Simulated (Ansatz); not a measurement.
# F4OTa (charge −1): what the fields show

The calculation's input:

```
crystal:
  periodic: [false, false, false]
  atoms:
    - {symbol: Ta, position_ang: [0.000117, -0.000193, 0.059930]}
    - {symbol: O, position_ang: [0.003062, -0.006742, 1.807435]}
    - {symbol: F, position_ang: [1.873858, 0.013370, -0.470018]}
    - {symbol: F, position_ang: [-0.012619, 1.876395, -0.459871]}
    - {symbol: F, position_ang: [-1.875425, -0.009946, -0.463699]}
    - {symbol: F, position_ang: [0.011007, -1.872885, -0.473786]}
basis:
  gaussian: {orbitals: def2-TZVPD, initial_orbitals: start.molden}
total_charge: -1
hamiltonian: {xc: pbe0, dispersion: d4}
scf: {omitted_lower_state_checks: [starts]}
output: {orbitals: {seedname: orbitals}}
```

Command:

```sh
ansatz run in.yaml --threads 4 --pin off --events-out ev --progress --plain --max-ram 3916MiB
```

Geometry: r2SCAN-D4/def2-SVPD; core potentials replace the inner electrons of Ta.

Computed with RKS PBE0-D4/def2-TZVPD (Ansatz 0.2.0).

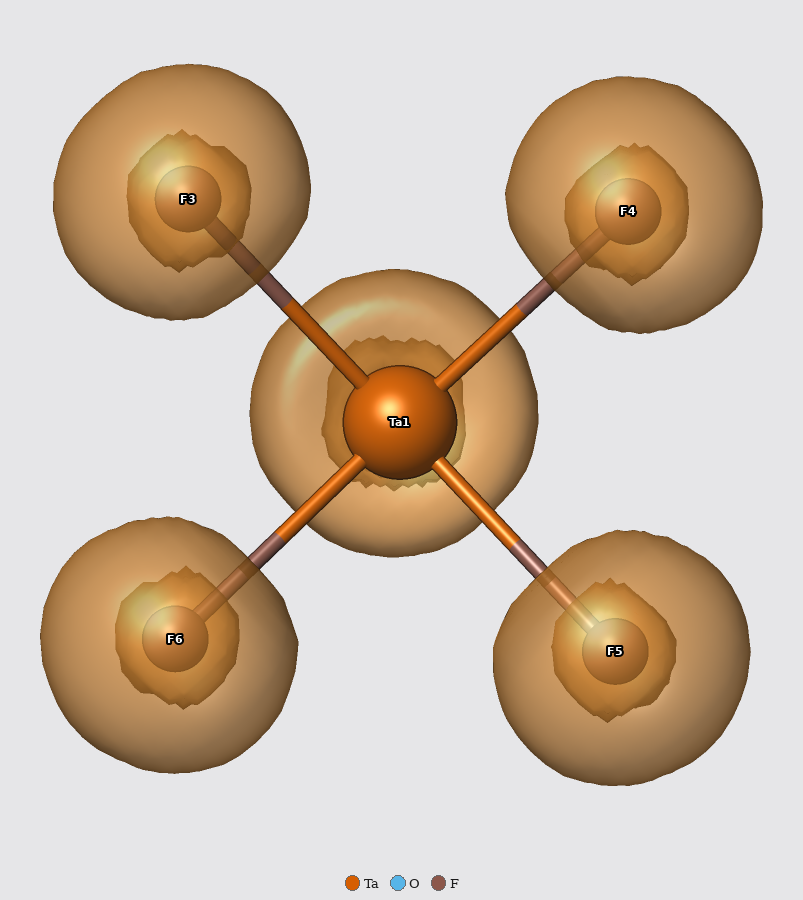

Figure 1. Isosurface of the electron localisation function at 0.75 (orange), seen across its widest extent. Only the valence region is drawn (cores and ρ < 0.01 e/Å³ removed).

Q: Describe the localisation domains.

A: The ELF exceeds this value in four regions wrapped around F (the valence shell of each) and one region wrapped around O (its valence shell). Along the contacts the grid gives the following. Ta–O (1.75 Å): the ELF peaks at about 0.75 in the valence shell of O, 0.5 Å from its nucleus, and drops to about 0.35 between the two atoms. Ta–F (1.95 Å): the ELF peaks at about 0.85 in the valence shell of F, 0.6 Å from its nucleus, and drops to about 0.20 between the two atoms.

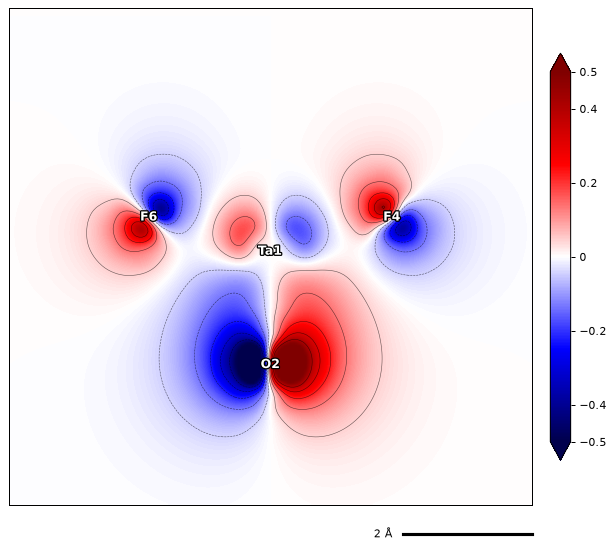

Figure 2. The HOMO on the plane of atoms F4, Ta1 and F6 (values in Å⁻³ᐟ²; the overall sign is arbitrary).

Q: Where does this orbital lie, and at what energy?

A: By Hirshfeld shares it lies mainly on O2 (about 70 %) and Ta1 (about 15 %). It is one of a degenerate set, so its orientation is arbitrary. Its energy is −4.60 eV.

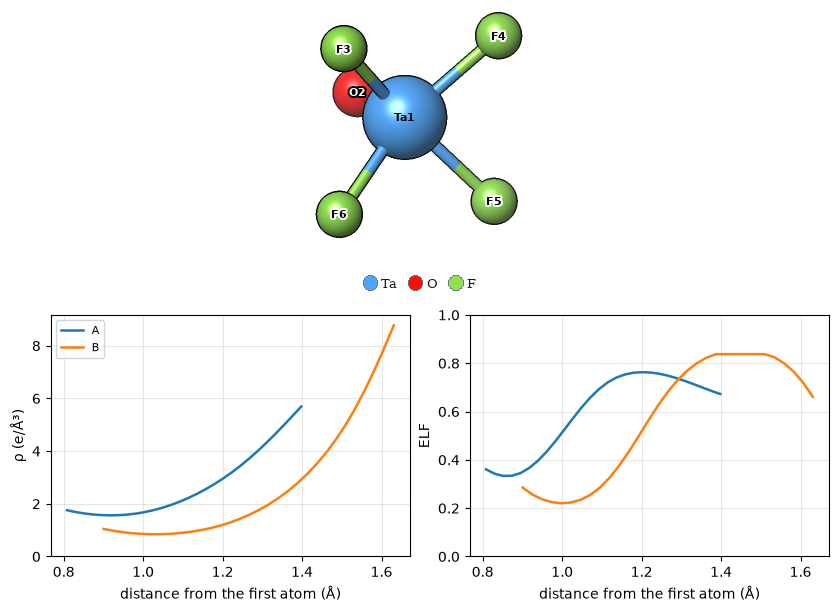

Figure 3. Electron density and electron localisation function along straight lines between neighbouring atoms. The curves leave out the atomic cores. The structure is drawn too.

Q: Which curve belongs to which contact (Ta–F and Ta–O)? The first atom named is at distance zero.

A: Curve A: Ta–O (1.75 Å): ρ at the midpoint is about 1.6 e/Å³; the ELF peaks at about 0.75 in the valence shell of O, 0.5 Å from its nucleus, and drops to about 0.35 between the two atoms. Curve B: Ta–F (1.95 Å): ρ at the midpoint is about 0.88 e/Å³; the ELF peaks at about 0.85 in the valence shell of F, 0.6 Å from its nucleus, and drops to about 0.20 between the two atoms.
